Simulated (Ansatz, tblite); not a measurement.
# AlCl3: rung by rung, part 1 of 2

How do method and basis change the picture of AlCl3 (singlet)?

The runs use Ansatz 0.2.0, Gaussian basis; as each input shows.

Levels to be run: GFN1-xTB, GFN2-xTB, PBE-D4/def2-TZVP, r2SCAN-D4/def2-TZVP, ωB97M-V/def2-TZVP, B2PLYP/def2-TZVP, HF/def2-TZVP, r2SCANh-D4/def2-TZVP, r2SCAN0-D4/def2-TZVP, B97M-V/def2-TZVP, LDA/def2-TZVP, PBE-D4/def2-SVP, PBE0-D4/def2-SVP, HF/STO-3G, PBE0-D4/def2-TZVPD, PBE-D4/def2-TZVPD, r2SCAN-D4/def2-TZVPD, CCSD(T)/def2-TZVPP, MP2/def2-TZVP, RPA/def2-TZVP.

## Step 1: The structure

The singlet was relaxed beforehand with PBE-D4/def2-TZVP.

4 atoms, charge 0, spin multiplicity 1.

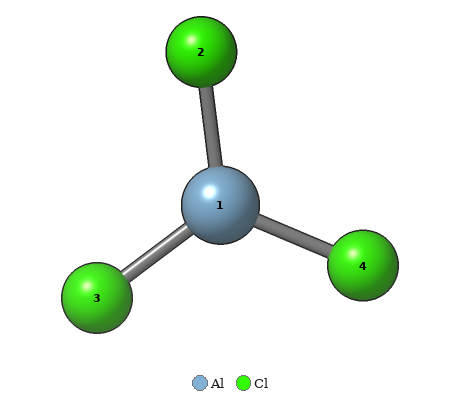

The geometry (aluminium light blue, chlorine green); atoms are numbered from 1 in the order of the file.

PBE0-D4/def2-TZVP was run before; its log isn't repeated, and its numbers join the tables.

## Step 2: GFN1-xTB

Tight binding, by tblite at 300 K electronic temperature and without a spin-polarisation term:

```python
tblite.interface.Calculator('GFN1-xTB', numbers, positions, charge=0, uhf=0).singlepoint()
```

Energy -388.3932 eV, HOMO -13.10 eV, LUMO -8.06 eV; 0.004 s.

## Step 3: GFN2-xTB

Tight binding, by tblite at 300 K electronic temperature and without a spin-polarisation term:

```python
tblite.interface.Calculator('GFN2-xTB', numbers, positions, charge=0, uhf=0).singlepoint()
```

Energy -406.0792 eV, HOMO -12.06 eV, LUMO -7.79 eV; 0.003 s.

## Step 4: PBE-D4/def2-TZVP

start.molden holds the orbitals of an earlier run on this state, given as this run's starting guess.

File in.yaml:

```yaml
crystal:
  periodic: [false, false, false]
  atoms:
    - {symbol: Al, position_ang: [-0.000016, -0.000010, 0.000006]}
    - {symbol: Cl, position_ang: [2.084253, -0.027714, 0.013160]}
    - {symbol: Cl, position_ang: [-1.018042, 1.818900, -0.017330]}
    - {symbol: Cl, position_ang: [-1.066195, -1.791186, 0.004164]}
basis:
  gaussian: {orbitals: def2-TZVP, initial_orbitals: start.molden}
hamiltonian: {xc: pbe, dispersion: d4}
scf: {omitted_lower_state_checks: [starts]}
output: {orbitals: {seedname: orbitals}}
```

Started as:

```
ansatz run in.yaml --threads 4 --pin off --events-out ev --progress --plain --max-ram 3916MiB
```

What it wrote:

```text
Functional definition: PBE
  name "PBE"
  cite "Perdew, Burke & Ernzerhof, Phys. Rev. Lett. 77, 3865 (1996) doi:10.1103/PhysRevLett.77.3865"
  parent pbe
  parameter kappa = 0.804
  parameter beta = 0.06672455060314922
  exchange = pbe_x(kappa = kappa, mu = beta*pi^2/3)
  correlation = pbe_c(beta = beta)
these checks for a lower state are left out or cut short: starts
1027 factors; their error is unknown
mean field evaluation 1: about -44152.8955 eV, gradient 1.5e1 eV
mean field evaluation 2: about -44152.9893 eV, gradient 1.5e-1 eV
mean field evaluation 4: about -44152.9839 eV, gradient 2.0e-4 eV
mean field -44152.98389955 eV, -1622.5922303411 hartree, gradient 2.5e-5 eV, S^2 0.000000; 0 other end points of the search recorded, 0 dependent functions left out
reference -44152.98393669 eV, -1622.5922317059 hartree; 32, 32 occupied and 116, 116 virtual orbitals, 1027 factors
Total energy: -44153.12290773 eV, -1622.5973387975 hartree
Checks for a lower state left out: starts
```

Run time: 0.75 s. Hardware: 4 threads of Arm Neoverse V2, shared host.

Report: HOMO -7.96 eV, LUMO -2.24 eV.

## Step 5: r2SCAN-D4/def2-TZVP

Changes to in.yaml since step 4:

```diff
@@ -9,3 +9,3 @@
   gaussian: {orbitals: def2-TZVP, initial_orbitals: start.molden}
-hamiltonian: {xc: pbe, dispersion: d4}
+hamiltonian: {xc: r2scan, dispersion: d4}
 scf: {omitted_lower_state_checks: [starts]}
```

The command is unchanged.

What it wrote:

```text
Functional definition: r2SCAN
  name "r2SCAN"
  cite "Furness, Kaplan, Ning, Perdew & Sun, J. Phys. Chem. Lett. 11, 8208 (2020) doi:10.1021/acs.jpclett.0c02405"
  cite "Furness, Kaplan, Ning, Perdew & Sun, J. Phys. Chem. Lett. 11, 9248 (2020) doi:10.1021/acs.jpclett.0c03077"
  parent r2scan
  parameter k0 = 0.174
  parameter k1 = 0.065
  parameter a1 = 4.9479
  exchange = r2scan_x(k0 = k0, k1 = k1, a1 = a1)
  correlation = r2scan_c
these checks for a lower state are left out or cut short: starts
1027 factors; their error is unknown
mean field evaluation 1: about -44169.0210 eV, gradient 1.1e1 eV
mean field evaluation 2: about -44169.0466 eV, gradient 5.2e-2 eV
mean field evaluation 4: about -44169.0375 eV, gradient 7.0e-5 eV
mean field -44169.03745655 eV, -1623.1821876792 hartree, gradient 8.2e-6 eV, S^2 0.000000; 0 other end points of the search recorded, 0 dependent functions left out
reference -44169.03746644 eV, -1623.1821880427 hartree; 32, 32 occupied and 116, 116 virtual orbitals, 1027 factors
Total energy: -44169.06841854 eV, -1623.1833255114 hartree
Checks for a lower state left out: starts
```

Wall time 1.9 s (4 threads of Arm Neoverse V2, shared host).

HOMO -8.34 eV, LUMO -1.80 eV.

## Step 6: ωB97M-V/def2-TZVP

Changes to in.yaml since step 5:

```diff
@@ -9,4 +9,4 @@
   gaussian: {orbitals: def2-TZVP, initial_orbitals: start.molden}
-hamiltonian: {xc: r2scan, dispersion: d4}
+hamiltonian: {xc: {name: wB97M-V}}
 scf: {omitted_lower_state_checks: [starts]}
-output: {orbitals: {seedname: orbitals}}
+output: {forces: true, orbitals: {seedname: orbitals}}
```

The command is unchanged.

What it wrote (excerpt; [...] marks lines left out):

```text
Functional definition: wB97M-V
  name "wB97M-V"
  cite "Mardirossian & Head-Gordon, J. Chem. Phys. 144, 214110 (2016) doi:10.1063/1.4952647"
  cite "Becke, J. Chem. Phys. 107, 8554 (1997) doi:10.1063/1.475007"
  cite "Vydrov & Van Voorhis, J. Chem. Phys. 133, 244103 (2010) doi:10.1063/1.3521275"
  # Of w^i u^j: cxij and so on, Table III.
[...]
  gx(w, u) = 1 - cx + cx01*u + cx10*w
  gss(w, u) = css00 + css04*u^4 + css10*w + css20*w^2 + css43*w^4*u^3
  gos(w, u) = cos00 + cos10*w + (cos20 + cos21*u)*w^2 + (cos60 + cos61*u)*w^6
[...]
      + integral(e_c_pw_mod_opposite_spin*gos(b97_w_opposite, b97_u_opposite)) + vv10(b, c)
[...]
1048 factors; their error is unknown
184 factors; integrals over basis functions are off by at most 3.9e-5 eV
[...]
mean field -44170.05965966 eV, -1623.2197529508 hartree, gradient 1.2e-5 eV, S^2 0.000000; 0 other end points of the search recorded, 0 dependent functions left out
[...]
reference -44170.05970121 eV, -1623.2197544779 hartree; 32, 32 occupied and 116, 116 virtual orbitals, 1048 factors
Total energy: -44170.05970121 eV, -1623.2197544779 hartree
Atom 0 at    -0.000016    -0.000010     0.000006 Å, force     0.000189     0.000166    -0.000028 eV/Å
Atom 1 at     2.084253    -0.027714     0.013160 Å, force    -0.257364     0.003402    -0.001616 eV/Å
Atom 2 at    -1.018042     1.818900    -0.017330 Å, force     0.125645    -0.224744     0.002150 eV/Å
Atom 3 at    -1.066195    -1.791186     0.004164 Å, force     0.131531     0.221176    -0.000506 eV/Å
Dipole moment:    -0.000014    -0.000017     0.000007 e Å
Checks for a lower state left out: starts
```

It took 4.2 s on 4 threads of Arm Neoverse V2, shared host.

Report: HOMO -11.62 eV, LUMO 0.39 eV.

## Step 7: B2PLYP/def2-TZVP

Changes to in.yaml since step 6:

```diff
@@ -9,4 +9,3 @@
   gaussian: {orbitals: def2-TZVP, initial_orbitals: start.molden}
-hamiltonian: {xc: {name: wB97M-V}}
+hamiltonian: {xc: {name: B2PLYP}}
 scf: {omitted_lower_state_checks: [starts]}
-output: {forces: true, orbitals: {seedname: orbitals}}
```

The command is unchanged.

What it wrote (excerpt; [...] marks lines left out):

```text
Functional definition: B2PLYP
  name "B2PLYP"
  cite "Grimme, J. Chem. Phys. 124, 034108 (2006) doi:10.1063/1.2148954"
  cite "Becke, Phys. Rev. A 38, 3098 (1988) doi:10.1103/PhysRevA.38.3098"
  cite "Lee, Yang & Parr, Phys. Rev. B 37, 785 (1988) doi:10.1103/PhysRevB.37.785"
[...]
868 factors; integrals over basis functions are off by at most 1.0e-3 eV
[...]
mean field -44152.87747053 eV, -1622.5883191468 hartree, gradient 9.0e-6 eV, S^2 0.000000; 0 other end points of the search recorded, 0 dependent functions left out
20 core orbitals not correlated: weight in the atoms' cores, before any rotation towards them, 1.000 or more for the frozen orbitals, at most 0.000 for the correlated occupied ones
reference -44152.87763331 eV, -1622.5883251287 hartree; 12, 12 occupied and 116, 116 virtual orbitals, 868 factors
second order -20.48722241 eV of doubles, -0.00000000 eV of singles
Total energy: -44158.40918336 eV, -1622.7916058436 hartree
Checks for a lower state left out: starts
```

It took 1.9 s on 4 threads of Arm Neoverse V2, shared host.

## Step 8: HF/def2-TZVP

Changes to in.yaml since step 7:

```diff
@@ -9,3 +9,4 @@
   gaussian: {orbitals: def2-TZVP, initial_orbitals: start.molden}
-hamiltonian: {xc: {name: B2PLYP}}
+hamiltonian: {xc: hf}
 scf: {omitted_lower_state_checks: [starts]}
+output: {orbitals: {seedname: orbitals}}
```

The command is unchanged.

What it wrote:

```text
Functional definition: HF
  name "HF"
  cite "Fock, Z. Phys. 61, 126 (1930) doi:10.1007/BF01340294"
  parent pbe
  exchange = exact_x
  correlation = 0
these checks for a lower state are left out or cut short: starts
1283 factors; their error is unknown
mean field evaluation 1: about -44100.1314 eV, gradient 4.3e1 eV
mean field evaluation 2: about -44100.7732 eV, gradient 9.1e-1 eV
mean field evaluation 4: about -44101.3006 eV, gradient 4.6e-1 eV
mean field -44101.30068061 eV, -1620.6929070771 hartree, gradient 1.2e-5 eV, S^2 0.000000; 0 other end points of the search recorded, 0 dependent functions left out
reference -44101.30068061 eV, -1620.6929070771 hartree; 32, 32 occupied and 116, 116 virtual orbitals, 1283 factors
Total energy: -44101.30068061 eV, -1620.6929070771 hartree
Checks for a lower state left out: starts
```

It took 0.7 s on 4 threads of Arm Neoverse V2, shared host.

Report: HOMO -12.70 eV, LUMO 1.73 eV.

## Step 9: r2SCANh-D4/def2-TZVP

Changes to in.yaml since step 8:

```diff
@@ -9,3 +9,3 @@
   gaussian: {orbitals: def2-TZVP, initial_orbitals: start.molden}
-hamiltonian: {xc: hf}
+hamiltonian: {xc: {name: r2SCANh}, dispersion: d4}
 scf: {omitted_lower_state_checks: [starts]}
```

The command is unchanged.

What it wrote (excerpt; [...] marks lines left out):

```text
Functional definition: r2SCANh
  name "r2SCANh"
  cite "Bursch, Neugebauer, Ehlert & Grimme, J. Chem. Phys. 156, 134105 (2022) doi:10.1063/5.0086040"
  cite "Furness, Kaplan, Ning, Perdew & Sun, J. Phys. Chem. Lett. 11, 8208 (2020) doi:10.1021/acs.jpclett.0c02405"
  cite "Furness, Kaplan, Ning, Perdew & Sun, J. Phys. Chem. Lett. 11, 9248 (2020) doi:10.1021/acs.jpclett.0c03077"
  parent r2scan
[...]
1027 factors; their error is unknown
[...]
mean field -44168.88070309 eV, -1623.1764270959 hartree, gradient 6.7e-6 eV, S^2 0.000000; 0 other end points of the search recorded, 0 dependent functions left out
reference -44168.88071217 eV, -1623.1764274296 hartree; 32, 32 occupied and 116, 116 virtual orbitals, 1027 factors
Total energy: -44168.91531415 eV, -1623.1776990290 hartree
Checks for a lower state left out: starts
```

It took 2.3 s on 4 threads of Arm Neoverse V2, shared host.

Report: HOMO -8.85 eV, LUMO -1.53 eV.

## Step 10: r2SCAN0-D4/def2-TZVP

Changes to in.yaml since step 9:

```diff
@@ -9,3 +9,3 @@
   gaussian: {orbitals: def2-TZVP, initial_orbitals: start.molden}
-hamiltonian: {xc: {name: r2SCANh}, dispersion: d4}
+hamiltonian: {xc: {name: r2SCAN0}, dispersion: d4}
 scf: {omitted_lower_state_checks: [starts]}
```

Same command.

What it wrote (excerpt; [...] marks lines left out):

```text
Functional definition: r2SCAN0
  name "r2SCAN0"
  cite "Bursch, Neugebauer, Ehlert & Grimme, J. Chem. Phys. 156, 134105 (2022) doi:10.1063/5.0086040"
  cite "Furness, Kaplan, Ning, Perdew & Sun, J. Phys. Chem. Lett. 11, 8208 (2020) doi:10.1021/acs.jpclett.0c02405"
  cite "Furness, Kaplan, Ning, Perdew & Sun, J. Phys. Chem. Lett. 11, 9248 (2020) doi:10.1021/acs.jpclett.0c03077"
  parent r2scan
[...]
1083 factors; their error is unknown
[...]
mean field -44168.66543864 eV, -1623.1685162732 hartree, gradient 1.1e-5 eV, S^2 0.000000; 0 other end points of the search recorded, 0 dependent functions left out
reference -44168.66544651 eV, -1623.1685165625 hartree; 32, 32 occupied and 116, 116 virtual orbitals, 1083 factors
Total energy: -44168.70452353 eV, -1623.1699526167 hartree
Checks for a lower state left out: starts
```

Run time: 2.3 s. Hardware: 4 threads of Arm Neoverse V2, shared host.

From the report: HOMO -9.63 eV, LUMO -1.14 eV.

## Step 11: B97M-V/def2-TZVP

Changes to in.yaml since step 10:

```diff
@@ -9,3 +9,3 @@
   gaussian: {orbitals: def2-TZVP, initial_orbitals: start.molden}
-hamiltonian: {xc: {name: r2SCAN0}, dispersion: d4}
+hamiltonian: {xc: {name: B97M-V}}
 scf: {omitted_lower_state_checks: [starts]}
```

The command is unchanged.

What it wrote (excerpt; [...] marks lines left out):

```text
Functional definition: B97M-V
  name "B97M-V"
  cite "Mardirossian & Head-Gordon, J. Chem. Phys. 142, 074111 (2015) doi:10.1063/1.4907719"
  cite "Becke, J. Chem. Phys. 107, 8554 (1997) doi:10.1063/1.475007"
  cite "Vydrov & Van Voorhis, J. Chem. Phys. 133, 244103 (2010) doi:10.1063/1.3521275"
  # Of w^i u^j: cxij and so on, Table III.
[...]
  gx(w, u) = cx00 + cx01*u + cx02*u^2 + (cx10 + cx11*u)*w
  gss(w, u) = css00 + css02*u^2 + css10*w + (css32*w^3 + css42*w^4)*u^2
  gos(w, u) = cos00 + cos01*u + cos03*u^3 + cos10*w + cos32*w^3*u^2
[...]
      + integral(e_c_pw_mod_opposite_spin*gos(b97_w_opposite, b97_u_opposite)) + vv10(b, c)
[...]
1027 factors; their error is unknown
[...]
mean field -44160.87190588 eV, -1622.8821092270 hartree, gradient 2.1e-5 eV, S^2 0.000000; 0 other end points of the search recorded, 0 dependent functions left out
reference -44160.87195738 eV, -1622.8821111196 hartree; 32, 32 occupied and 116, 116 virtual orbitals, 1027 factors
Total energy: -44160.87195738 eV, -1622.8821111196 hartree
Checks for a lower state left out: starts
```

It took 2.9 s on 4 threads of Arm Neoverse V2, shared host.

Report: HOMO -8.40 eV, LUMO -1.91 eV.

## Step 12: LDA/def2-TZVP

Changes to in.yaml since step 11:

```diff
@@ -9,3 +9,3 @@
   gaussian: {orbitals: def2-TZVP, initial_orbitals: start.molden}
-hamiltonian: {xc: {name: B97M-V}}
+hamiltonian: {xc: lda}
 scf: {omitted_lower_state_checks: [starts]}
```

Launched as before.

What it wrote:

```text
Functional definition: SPW92
  name "SPW92"
  cite "Dirac, Proc. Camb. Phil. Soc. 26, 376 (1930) doi:10.1017/S0305004100016108"
  cite "Slater, Phys. Rev. 81, 385 (1951) doi:10.1103/PhysRev.81.385"
  cite "Perdew & Wang, Phys. Rev. B 45, 13244 (1992) doi:10.1103/PhysRevB.45.13244"
  exchange = slater_x
  correlation = pw_c
these checks for a lower state are left out or cut short: starts
1027 factors; their error is unknown
mean field evaluation 1: about -44021.8546 eV, gradient 3.0e1 eV
mean field evaluation 2: about -44022.2121 eV, gradient 4.3e-1 eV
mean field evaluation 4: about -44022.2059 eV, gradient 2.9e-2 eV
mean field -44022.20588163 eV, -1617.7862268270 hartree, gradient 1.3e-5 eV, S^2 0.000000; 0 other end points of the search recorded, 0 dependent functions left out
reference -44022.20591641 eV, -1617.7862281052 hartree; 32, 32 occupied and 116, 116 virtual orbitals, 1027 factors
Total energy: -44022.20591641 eV, -1617.7862281052 hartree
Checks for a lower state left out: starts
```

Wall time 0.5 s (4 threads of Arm Neoverse V2, shared host).

HOMO -8.11 eV, LUMO -2.54 eV.

## Step 13: PBE-D4/def2-SVP

Changes to in.yaml since step 12:

```diff
@@ -8,4 +8,4 @@
 basis:
-  gaussian: {orbitals: def2-TZVP, initial_orbitals: start.molden}
-hamiltonian: {xc: lda}
+  gaussian: {orbitals: def2-SVP, initial_orbitals: start.molden}
+hamiltonian: {xc: pbe, dispersion: d4}
 scf: {omitted_lower_state_checks: [starts]}
```

Launched as before.

What it wrote:

```text
Functional definition: PBE
  name "PBE"
  cite "Perdew, Burke & Ernzerhof, Phys. Rev. Lett. 77, 3865 (1996) doi:10.1103/PhysRevLett.77.3865"
  parent pbe
  parameter kappa = 0.804
  parameter beta = 0.06672455060314922
  exchange = pbe_x(kappa = kappa, mu = beta*pi^2/3)
  correlation = pbe_c(beta = beta)
these checks for a lower state are left out or cut short: starts
778 factors; their error is unknown
mean field evaluation 1: about -44137.4433 eV, gradient 8.4e0 eV
mean field evaluation 2: about -44137.5787 eV, gradient 1.3e-1 eV
mean field evaluation 4: about -44137.5279 eV, gradient 1.1e-4 eV
mean field -44137.52792825 eV, -1622.0242338721 hartree, gradient 5.6e-6 eV, S^2 0.000000; 0 other end points of the search recorded, 0 dependent functions left out
reference -44137.52796031 eV, -1622.0242350505 hartree; 32, 32 occupied and 40, 40 virtual orbitals, 778 factors
Total energy: -44137.66693136 eV, -1622.0293421422 hartree
Checks for a lower state left out: starts
```

Run time: 0.4 s. Hardware: 4 threads of Arm Neoverse V2, shared host.

HOMO -7.77 eV, LUMO -2.02 eV.

## Step 14: PBE0-D4/def2-SVP

Changes to in.yaml since step 13:

```diff
@@ -9,3 +9,3 @@
   gaussian: {orbitals: def2-SVP, initial_orbitals: start.molden}
-hamiltonian: {xc: pbe, dispersion: d4}
+hamiltonian: {xc: pbe0, dispersion: d4}
 scf: {omitted_lower_state_checks: [starts]}
```

Launched as before.

What it wrote:

```text
Functional definition: PBE0
  name "PBE0"
  cite "Adamo & Barone, J. Chem. Phys. 110, 6158 (1999) doi:10.1063/1.478522"
  cite "Perdew, Burke & Ernzerhof, Phys. Rev. Lett. 77, 3865 (1996) doi:10.1103/PhysRevLett.77.3865"
  parent pbe
  parameter a = 0.25
  parameter kappa = 0.804
  parameter beta = 0.06672455060314922
  exchange = (1 - a)*pbe_x(kappa = kappa, mu = beta*pi^2/3) + a*exact_x
  correlation = pbe_c(beta = beta)
these checks for a lower state are left out or cut short: starts
632 factors; integrals over basis functions are off by at most 1.1e-3 eV
mean field evaluation 1: about -44141.2315 eV, gradient 5.3e0 eV
mean field evaluation 2: about -44141.3082 eV, gradient 5.9e-2 eV
mean field evaluation 4: about -44141.3943 eV, gradient 6.4e-4 eV
mean field -44141.39434609 eV, -1622.1663221070 hartree, gradient 3.2e-5 eV, S^2 0.000000; 0 other end points of the search recorded, 0 dependent functions left out
reference -44141.39437012 eV, -1622.1663229902 hartree; 32, 32 occupied and 40, 40 virtual orbitals, 632 factors
Total energy: -44141.51497772 eV, -1622.1707552377 hartree
Checks for a lower state left out: starts
```

Run time: 0.55 s. Hardware: 4 threads of Arm Neoverse V2, shared host.

HOMO -9.25 eV, LUMO -1.21 eV.

## Step 15: HF/STO-3G

Changes to in.yaml since step 14:

```diff
@@ -8,4 +8,4 @@
 basis:
-  gaussian: {orbitals: def2-SVP, initial_orbitals: start.molden}
-hamiltonian: {xc: pbe0, dispersion: d4}
+  gaussian: {orbitals: STO-3G}
+hamiltonian: {xc: hf}
 scf: {omitted_lower_state_checks: [starts]}
```

Launched as before.

What it wrote:

```text
Functional definition: HF
  name "HF"
  cite "Fock, Z. Phys. 61, 126 (1930) doi:10.1007/BF01340294"
  parent pbe
  exchange = exact_x
  correlation = 0
these checks for a lower state are left out or cut short: starts
380 factors; integrals over basis functions are off by at most 9.7e-6 eV
mean field evaluation 1: about -43617.8435 eV, gradient 2.4e1 eV
mean field evaluation 2: about -43617.8531 eV, gradient 2.4e1 eV
mean field evaluation 4: about -43620.5438 eV, gradient 4.7e-1 eV
mean field evaluation 8: about -43620.5446 eV, gradient 3.4e-6 eV
mean field -43620.54464062 eV, -1603.0254484756 hartree, gradient 5.6e-6 eV, S^2 0.000000; 0 other end points of the search recorded, 0 dependent functions left out
reference -43620.54464062 eV, -1603.0254484756 hartree; 32, 32 occupied and 4, 4 virtual orbitals, 380 factors
Total energy: -43620.54464062 eV, -1603.0254484756 hartree
Checks for a lower state left out: starts
```

Run time: 0.1 s. Hardware: 4 threads of Arm Neoverse V2, shared host.

Report: HOMO -11.12 eV, LUMO 5.50 eV.

## Step 16: PBE0-D4/def2-TZVPD

Changes to in.yaml since step 15:

```diff
@@ -8,4 +8,4 @@
 basis:
-  gaussian: {orbitals: STO-3G}
-hamiltonian: {xc: hf}
+  gaussian: {orbitals: def2-TZVPD, initial_orbitals: start.molden}
+hamiltonian: {xc: pbe0, dispersion: d4}
 scf: {omitted_lower_state_checks: [starts]}
```

Launched as before.

What it wrote:

```text
Functional definition: PBE0
  name "PBE0"
  cite "Adamo & Barone, J. Chem. Phys. 110, 6158 (1999) doi:10.1063/1.478522"
  cite "Perdew, Burke & Ernzerhof, Phys. Rev. Lett. 77, 3865 (1996) doi:10.1103/PhysRevLett.77.3865"
  parent pbe
  parameter a = 0.25
  parameter kappa = 0.804
  parameter beta = 0.06672455060314922
  exchange = (1 - a)*pbe_x(kappa = kappa, mu = beta*pi^2/3) + a*exact_x
  correlation = pbe_c(beta = beta)
these checks for a lower state are left out or cut short: starts
1218 factors; their error is unknown
mean field evaluation 1: about -44156.5712 eV, gradient 5.7e0 eV
mean field evaluation 2: about -44156.6036 eV, gradient 6.0e-2 eV
mean field evaluation 4: about -44156.7031 eV, gradient 7.8e-5 eV
mean field -44156.70313417 eV, -1622.7289096924 hartree, gradient 1.2e-5 eV, S^2 0.000000; 0 other end points of the search recorded, 0 dependent functions left out
reference -44156.70318659 eV, -1622.7289116189 hartree; 32, 32 occupied and 149, 149 virtual orbitals, 1218 factors
Total energy: -44156.82379419 eV, -1622.7333438664 hartree
Checks for a lower state left out: starts
```

Wall time 1.9 s (4 threads of Arm Neoverse V2, shared host).

Report: HOMO -9.42 eV, LUMO -1.59 eV.

## Step 17: PBE-D4/def2-TZVPD

Changes to in.yaml since step 16:

```diff
@@ -9,3 +9,3 @@
   gaussian: {orbitals: def2-TZVPD, initial_orbitals: start.molden}
-hamiltonian: {xc: pbe0, dispersion: d4}
+hamiltonian: {xc: pbe, dispersion: d4}
 scf: {omitted_lower_state_checks: [starts]}
```

Same command.

What it wrote:

```text
Functional definition: PBE
  name "PBE"
  cite "Perdew, Burke & Ernzerhof, Phys. Rev. Lett. 77, 3865 (1996) doi:10.1103/PhysRevLett.77.3865"
  parent pbe
  parameter kappa = 0.804
  parameter beta = 0.06672455060314922
  exchange = pbe_x(kappa = kappa, mu = beta*pi^2/3)
  correlation = pbe_c(beta = beta)
these checks for a lower state are left out or cut short: starts
1104 factors; their error is unknown
mean field evaluation 1: about -44152.8990 eV, gradient 1.6e1 eV
mean field evaluation 2: about -44153.0393 eV, gradient 2.4e-1 eV
mean field evaluation 4: about -44153.0306 eV, gradient 4.4e-2 eV
mean field -44153.03064594 eV, -1622.5939482394 hartree, gradient 1.6e-5 eV, S^2 0.000000; 0 other end points of the search recorded, 0 dependent functions left out
reference -44153.03071412 eV, -1622.5939507447 hartree; 32, 32 occupied and 149, 149 virtual orbitals, 1104 factors
Total energy: -44153.16968516 eV, -1622.5990578364 hartree
Checks for a lower state left out: starts
```

Wall time 1.2 s (4 threads of Arm Neoverse V2, shared host).

Report: HOMO -8.02 eV, LUMO -2.40 eV.

(Continued in part 2 of 2.)
